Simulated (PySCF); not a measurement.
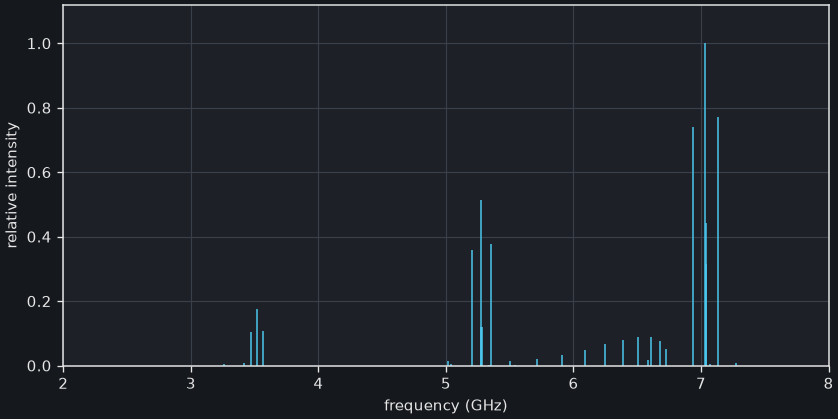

C₆H₁₀Si, SMILES CC#CC1C[SiH2]C1. Simulated rotational absorption lines between 2 and 8 GHz at 1.5 K: rigid rotor with the equilibrium constants and dipole of one optimised conformer (PBE0-D3(BJ)/def2-SVP, PySCF), commonest isotopes; no centrifugal distortion, hyperfine structure, internal rotation or nuclear-spin weights; lines within 1 MHz of each other are summed.

**What are the rotational constants, and what kind of rotor is it?**

Rotational constants A, B, C = 7.631, 0.9042, 0.8551 GHz; Ray's κ = −0.99, a near-prolate asymmetric top.

**Which dipole components drive the lines?**

|μa|, |μb|, |μc| = 0.58, 0.00, 0.20 D; a-type lines carry 89 % of the intensity in this range.

Known limits of this run: coarse grid, loose stop and no frequency check, small forces are noise and the end may be a saddle.
